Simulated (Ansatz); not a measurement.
# AlBH6OSi: the cost of one run

All numbers are computed with Ansatz 0.2.0, driven from Python. The levels of theory stand in the script.

### 1 The system

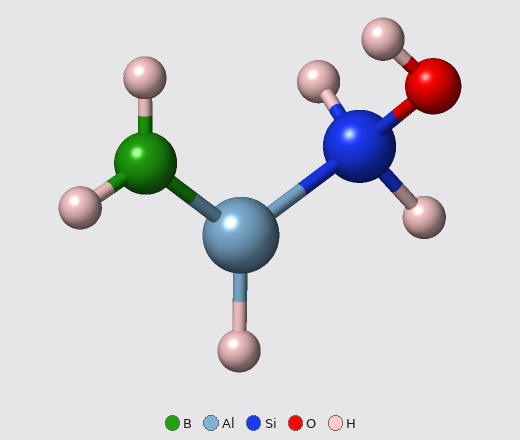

The structure that the script starts from, seen from a chosen angle (boron green, aluminium light blue, silicon blue, oxygen red, hydrogen pink).

The script holds or builds the structure itself.

### 2 Script

The input, methods_albh6osi.py:

```python
"""One geometry of AlBH6OSi, method by method."""

from pathlib import Path

import ansatz
import numpy as np


def main() -> None:
    molecule = (
        ansatz.Crystal.molecule()
        .atom("B", [-1.293, 1.5377, -0.8221])
        .atom("Al", [-0.137, 0.9042, 0.696])
        .atom("Si", [0.6828, -1.2923, 0.6144])
        .atom("O", [1.7293, -1.4911, -0.7963])
        .atom("H", [-1.6027, 0.8587, -1.7526])
        .atom("H", [-1.7665, 2.7001, -0.8109])
        .atom("H", [0.2623, 1.8744, 1.9183])
        .atom("H", [-0.3643, -2.2317, 0.6159])
        .atom("H", [1.5604, -1.513, 1.8533])
        .atom("H", [1.0117, -1.3982, -1.513])
    )

    job = molecule.calculation().basis(gaussian="cc-pVDZ")

    print("functional    E (Ha)        dipole (D)   HOMO (eV)  LUMO (eV)")
    for name in ["lc_wpbe", "pbe", "pbe0", "hf", "revpbe"]:
        data = job.functional(name).forces().orbitals().run(threads=1, backend="cpu", runs_dir="runs").report
        lines = Path(data["orbitals_path"]).read_text().splitlines()
        field_of = lambda key: [line.split("=")[1].strip() for line in lines if line.startswith(key)]
        orbitals = [(27.211386 * float(e), s, float(n)) for e, s, n in zip(field_of("Ene="), field_of("Spin="), field_of("Occup="))]
        homo = max(e for e, _, n in orbitals if n > 0.5)
        lumo = min(e for e, _, n in orbitals if n < 0.5)
        dipole = 4.803205 * np.linalg.norm(data["charge_distribution"]["dipole_moment_e_ang"])
        print(f"{name:10s} {data['free_energy_ev'] / 27.211386246:14.6f} {dipole:9.3f} {homo:11.3f} {lumo:10.3f}")


if __name__ == "__main__":
    main()
```

### 3 What the engine is handed

The package turns the script's settings into the engine's input (first run):

```yaml
crystal:
  periodic: [false, false, false]
  atoms:
    - { symbol: B, position_ang: [-1.293, 1.5377, -0.8221] }
    - { symbol: Al, position_ang: [-0.137, 0.9042, 0.696] }
    - { symbol: Si, position_ang: [0.6828, -1.2923, 0.6144] }
    - { symbol: O, position_ang: [1.7293, -1.4911, -0.7963] }
    - { symbol: H, position_ang: [-1.6027, 0.8587, -1.7526] }
    - { symbol: H, position_ang: [-1.7665, 2.7001, -0.8109] }
    - { symbol: H, position_ang: [0.2623, 1.8744, 1.9183] }
    - { symbol: H, position_ang: [-0.3643, -2.2317, 0.6159] }
    - { symbol: H, position_ang: [1.5604, -1.513, 1.8533] }
    - { symbol: H, position_ang: [1.0117, -1.3982, -1.513] }
basis:
  gaussian:
    orbitals: cc-pVDZ
hamiltonian:
  xc: lc_wpbe
output:
  orbitals: {}
  forces: true
```

### 4 Launch

Launch:

```console
$ python methods_albh6osi.py
```

What time and memory should one allow on 1 thread of Arm Neoverse V1, shared host?

About 18 s, with a peak of 0.25 GiB.
